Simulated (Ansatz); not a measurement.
**Geometry relaxation of Si2H6OF4 (part 1 of 2)**

Si2H6OF4, computed with RKS PBE0-D4/def2-TZVP (Ansatz 0.2.0).

The geometry is a transition state displaced along its imaginary mode. The reaction was set up to form Si1–F8, H7–F10 and O2–H9 and to break Si1–O2, H7–F8 and H9–F10 (atoms counted from 1 in the order of the input); sticks are drawn by distance alone. Figures and captions count atoms from 1; the log counts them from 0 in places.

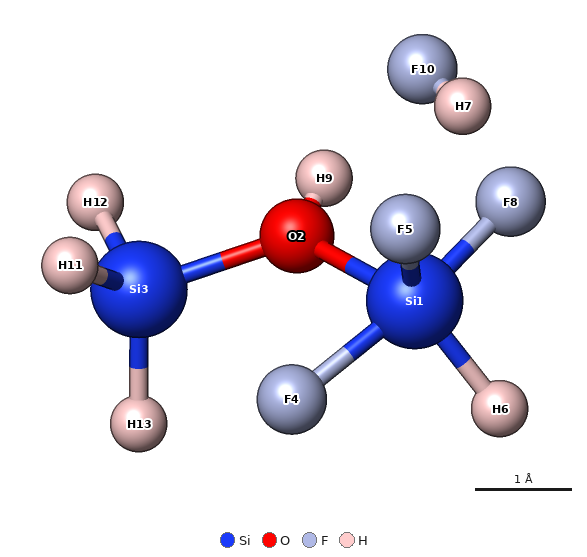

Fig. 1: The starting structure (ball-and-stick view, seen at a tilt; atoms are numbered from 1 in the order of the input). Bond lengths as drawn: F–H 0.77 Å, F–Si 1.55 to 1.69 Å, H–O 0.79 Å, H–Si 1.47 to 1.48 Å and O–Si 1.75 to 1.83 Å.

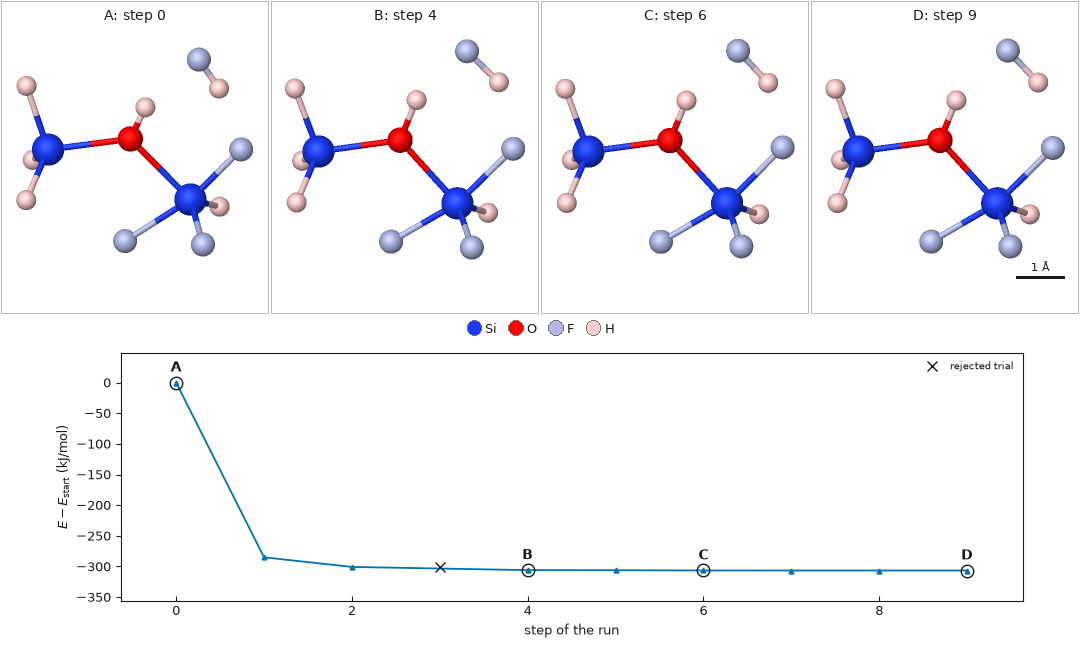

Fig. 2: Frames of the relaxation (ball-and-stick view, seen at a tilt) above the curves, on which the letters mark them (the first geometry is step 0 here and step 1 in the log).

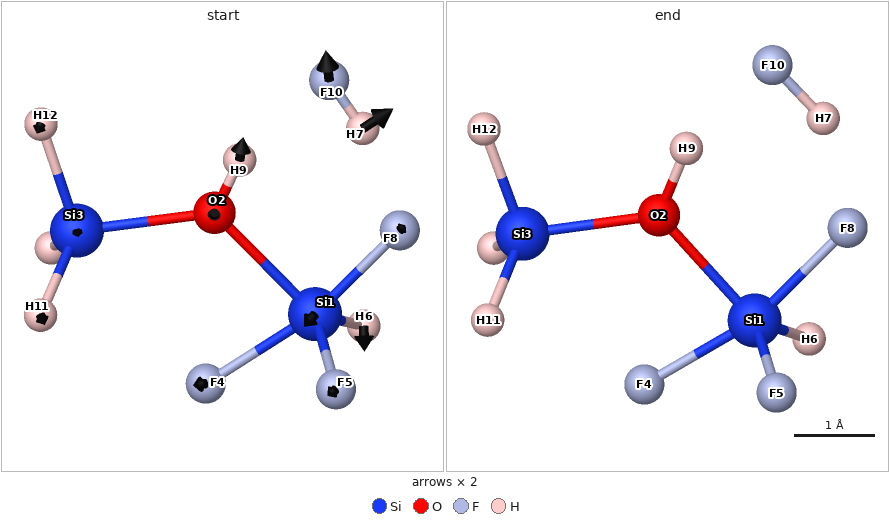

Fig. 3: Before (left) and after (right) the relaxation, at one scale (ball-and-stick view, seen at a tilt). The black arrows give the displacements, magnified 2 times. Over 9 geometry steps the energy falls by 306.6 kJ/mol. The largest force component goes from 15 to 0.0037 eV/Å. The line search rejected the trial step at point 3 (counted from 0) and went back. The largest move after the best rigid fit is that of H7, 0.24 Å. Largest moves by element: H 0.24 Å, F 0.21 Å, Si 0.11 Å, O 0.07 Å. Among the contacts that change: O2–H9 0.787 → 0.991 Å, H7–F10 0.769 → 0.956 Å, Si1–F8 1.554 → 1.703 Å, Si1–F4 1.685 → 1.664 Å. Among the angles that change: Si1–O2–H9 112.6° → 117.7°, F5–Si1–H6 126.1° → 122.1°, Si3–O2–H9 122.6° → 119.2°. (Atoms are counted from 1 in the order of the input.)

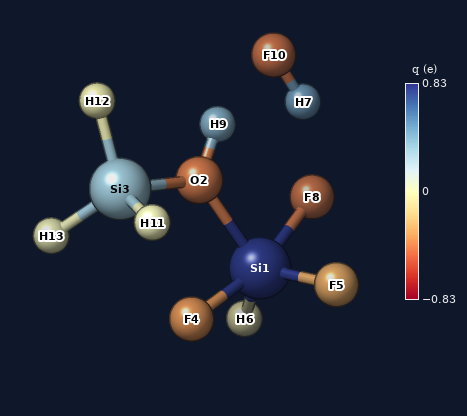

Fig. 4: Mulliken charges, as the colour of each atom (ball-and-stick view, seen at a tilt; atoms are numbered from 1 in the order of the input; Mulliken charges depend strongly on the basis). By element: Si +0.32 to +0.79, O −0.41, F −0.42 to −0.29 and H −0.05 to +0.43 e.

The input and output of the run follow.

Input
```yaml
crystal:
  periodic: [false, false, false]
  atoms:
    - {symbol: Si, position_ang: [-0.869235, 0.344412, 1.096913]}
    - {symbol: O, position_ang: [0.307588, -0.194248, -0.193274]}
    - {symbol: Si, position_ang: [0.066626, 0.016131, -1.908770]}
    - {symbol: F, position_ang: [-1.768021, 0.796538, -0.254994]}
    - {symbol: F, position_ang: [-0.596512, 1.866071, 1.515446]}
    - {symbol: H, position_ang: [-1.953143, -0.510319, 1.600077]}
    - {symbol: H, position_ang: [1.448223, -0.711475, 1.648555]}
    - {symbol: F, position_ang: [0.139574, -0.227078, 2.130925]}
    - {symbol: H, position_ang: [0.963406, -0.509681, 0.107265]}
    - {symbol: F, position_ang: [2.033395, -0.959271, 1.215328]}
    - {symbol: H, position_ang: [0.013360, 1.448041, -2.228694]}
    - {symbol: H, position_ang: [1.320874, -0.599393, -2.392998]}
    - {symbol: H, position_ang: [-1.106035, -0.759831, -2.335780]}
basis:
  gaussian: {orbitals: def2-TZVP}
hamiltonian: {xc: pbe0, dispersion: d4}
relax: {f_tol: 0.005, max_steps: 200}
```

Command:
```bash
ansatz run in.yaml --threads 4 --pin off --events-out ev --progress --plain --max-ram 46080MiB --backend cuda --devices 0, --max-vram 37GiB
```

Output
```
Functional definition: PBE0
  name "PBE0"
  cite "Adamo & Barone, J. Chem. Phys. 110, 6158 (1999) doi:10.1063/1.478522"
  cite "Perdew, Burke & Ernzerhof, Phys. Rev. Lett. 77, 3865 (1996) doi:10.1103/PhysRevLett.77.3865"
  parent pbe
  parameter a = 0.25
  parameter kappa = 0.804
  parameter beta = 0.06672455060314922
  exchange = (1 - a)*pbe_x(kappa = kappa, mu = beta*pi^2/3) + a*exact_x
  correlation = pbe_c(beta = beta)
1575 factors; their error is unknown
mean field evaluation 1: about -28750.5193 eV, gradient 7.5e1 eV
mean field evaluation 2: about -28745.0683 eV, gradient 9.7e1 eV
mean field evaluation 4: about -28757.7863 eV, gradient 3.2e0 eV
mean field evaluation 8: about -28757.8053 eV, gradient 4.0e-2 eV
mean field evaluation 16: about -28757.9164 eV, gradient 7.3e-5 eV
mean field -28757.91642221 eV, -1056.8339357005 hartree, gradient 7.3e-5 eV, S^2 0.000000; 0 other end points of the search recorded, 0 dependent functions left out
the calculation of the forces begins
reference -28757.91645612 eV, -1056.8339369465 hartree; 39, 39 occupied and 226, 226 virtual orbitals, 1575 factors
relax step   1: F+E_penalty+E_count = -28758.16461388 eV  Δ(F+E_penalty+E_count) = +0.000e0 eV  max|allowed force component| = 1.521e1 eV/Å  Δτ_max = 0.0000 Å  (27 SCF iters, accepted)
these checks for a lower state are left out or cut short: starts, cluster_reference, orbital_swaps, neighbouring_geometries, increment
1575 factors; their error is unknown
mean field -28760.87617201 eV, -1056.9427044991 hartree, gradient 1.4e-5 eV, S^2 0.000000; 0 other end points of the search recorded, 0 dependent functions left out
the calculation of the forces begins
reference -28760.87620577 eV, -1056.9427057399 hartree; 39, 39 occupied and 226, 226 virtual orbitals, 1575 factors
relax step   2: F+E_penalty+E_count = -28761.11961623 eV  Δ(F+E_penalty+E_count) = -2.955e0 eV  max|allowed force component| = 2.055e0 eV/Å  Δτ_max = 0.1960 Å  (37 SCF iters, accepted)
these checks for a lower state are left out or cut short: starts, cluster_reference, orbital_swaps, neighbouring_geometries, increment
1575 factors; their error is unknown
mean field evaluation 32: about -28761.0396 eV, gradient 1.3e-5 eV
mean field -28761.03961453 eV, -1056.9487109012 hartree, gradient 1.3e-5 eV, S^2 0.000000; 0 other end points of the search recorded, 0 dependent functions left out
the calculation of the forces begins
reference -28761.03964818 eV, -1056.9487121377 hartree; 39, 39 occupied and 226, 226 virtual orbitals, 1575 factors
relax step   3: F+E_penalty+E_count = -28761.28216466 eV  Δ(F+E_penalty+E_count) = -1.625e-1 eV  max|allowed force component| = 1.179e0 eV/Å  Δτ_max = 0.0950 Å  (31 SCF iters, accepted)
these checks for a lower state are left out or cut short: starts, cluster_reference, orbital_swaps, neighbouring_geometries, increment
1575 factors; their error is unknown
mean field -28761.03814148 eV, -1056.9486567676 hartree, gradient 1.1e-5 eV, S^2 0.000000; 0 other end points of the search recorded, 0 dependent functions left out
the calculation of the forces begins
reference -28761.03817523 eV, -1056.9486580079 hartree; 39, 39 occupied and 226, 226 virtual orbitals, 1575 factors
relax step   4: F+E_penalty+E_count = -28761.28173236 eV  Δ(F+E_penalty+E_count) = +4.323e-4 eV  max|allowed force component| = 6.772e-1 eV/Å  Δτ_max = 0.1776 Å  (30 SCF iters, rejected (line search))
these checks for a lower state are left out or cut short: starts, cluster_reference, orbital_swaps, neighbouring_geometries, increment
1575 factors; their error is unknown
mean field -28761.09327678 eV, -1056.9506829523 hartree, gradient 1.3e-5 eV, S^2 0.000000; 0 other end points of the search recorded, 0 dependent functions left out
the calculation of the forces begins
reference -28761.09331045 eV, -1056.9506841899 hartree; 39, 39 occupied and 226, 226 virtual orbitals, 1575 factors
relax step   5: F+E_penalty+E_count = -28761.33643009 eV  Δ(F+E_penalty+E_count) = -5.427e-2 eV  max|allowed force component| = 2.262e-1 eV/Å  Δτ_max = 0.0866 Å  (30 SCF iters, accepted)
these checks for a lower state are left out or cut short: starts, cluster_reference, orbital_swaps, neighbouring_geometries, increment
1575 factors; their error is unknown
mean field -28761.09424830 eV, -1056.9507186550 hartree, gradient 1.2e-5 eV, S^2 0.000000; 0 other end points of the search recorded, 0 dependent functions left out
the calculation of the forces begins
reference -28761.09428206 eV, -1056.9507198957 hartree; 39, 39 occupied and 226, 226 virtual orbitals, 1575 factors
relax step   6: F+E_penalty+E_count = -28761.33793807 eV  Δ(F+E_penalty+E_count) = -1.508e-3 eV  max|allowed force component| = 1.528e-1 eV/Å  Δτ_max = 0.0587 Å  (31 SCF iters, accepted)
these checks for a lower state are left out or cut short: starts, cluster_reference, orbital_swaps, neighbouring_geometries, increment
1575 factors; their error is unknown
mean field -28761.09884997 eV, -1056.9508877633 hartree, gradient 1.2e-5 eV, S^2 0.000000; 0 other end points of the search recorded, 0 dependent functions left out
the calculation of the forces begins
reference -28761.09888369 eV, -1056.9508890026 hartree; 39, 39 occupied and 226, 226 virtual orbitals, 1575 factors
relax step   7: F+E_penalty+E_count = -28761.34200358 eV  Δ(F+E_penalty+E_count) = -4.066e-3 eV  max|allowed force component| = 8.321e-2 eV/Å  Δτ_max = 0.0301 Å  (31 SCF iters, accepted)
these checks for a lower state are left out or cut short: starts, cluster_reference, orbital_swaps, neighbouring_geometries, increment
1575 factors; their error is unknown
mean field evaluation 64: about -28761.0995 eV, gradient 7.0e-5 eV
mean field -28761.09947507 eV, -1056.9509107353 hartree, gradient 1.2e-5 eV, S^2 0.000000; 0 other end points of the search recorded, 0 dependent functions left out
the calculation of the forces begins
reference -28761.09950881 eV, -1056.9509119754 hartree; 39, 39 occupied and 226, 226 virtual orbitals, 1575 factors
relax step   8: F+E_penalty+E_count = -28761.34263197 eV  Δ(F+E_penalty+E_count) = -6.284e-4 eV  max|allowed force component| = 4.631e-2 eV/Å  Δτ_max = 0.0181 Å  (31 SCF iters, accepted)
these checks for a lower state are left out or cut short: starts, cluster_reference, orbital_swaps, neighbouring_geometries, increment
1575 factors; their error is unknown
mean field -28761.09960358 eV, -1056.9509154579 hartree, gradient 1.2e-5 eV, S^2 0.000000; 0 other end points of the search recorded, 0 dependent functions left out
the calculation of the forces begins
reference -28761.09963732 eV, -1056.9509166979 hartree; 39, 39 occupied and 226, 226 virtual orbitals, 1575 factors
relax step   9: F+E_penalty+E_count = -28761.34270435 eV  Δ(F+E_penalty+E_count) = -7.238e-5 eV  max|allowed force component| = 8.979e-3 eV/Å  Δτ_max = 0.0041 Å  (33 SCF iters, accepted)
these checks for a lower state are left out or cut short: starts, cluster_reference, orbital_swaps, neighbouring_geometries, increment
1575 factors; their error is unknown
mean field -28761.09959835 eV, -1056.9509152660 hartree, gradient 8.5e-6 eV, S^2 0.000000; 0 other end points of the search recorded, 0 dependent functions left out
the calculation of the forces begins
reference -28761.09963209 eV, -1056.9509165059 hartree; 39, 39 occupied and 226, 226 virtual orbitals, 1575 factors
```
